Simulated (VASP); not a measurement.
Band structure of HfV$_{3}$N$_{4}$ (ordered alloy cell). All values below come from PBEsol GGA, VASP's PBE PAW potentials (set 64) (plane waves; VASP 6.6.1).

Unless said otherwise, spin-orbit coupling is left out, though it shifts the bands of the heavy elements here.

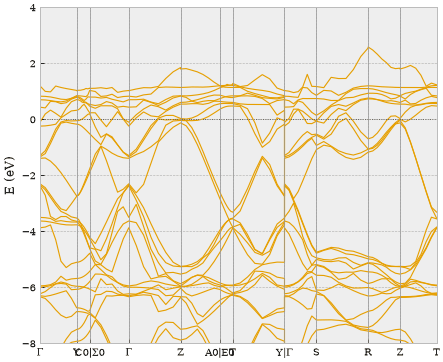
Figure: Bands along high-symmetry lines, zero at the valence-band maximum or, without a gap, the Fermi level

Task: Read the plot: is there a gap, and where are the band edges?

Result: It has no gap at this level: it comes out as a metal or semimetal. (Edges off the drawn lines would not show.)

The structure was generated: HfV3N4 was put into an ordered model structure (Cmmm), which need not be its known phase. It was relaxed first. The run is not spin-polarised, so no magnetic state was tried. The electron count is odd and the run is not spin-polarised, which forces a metal.
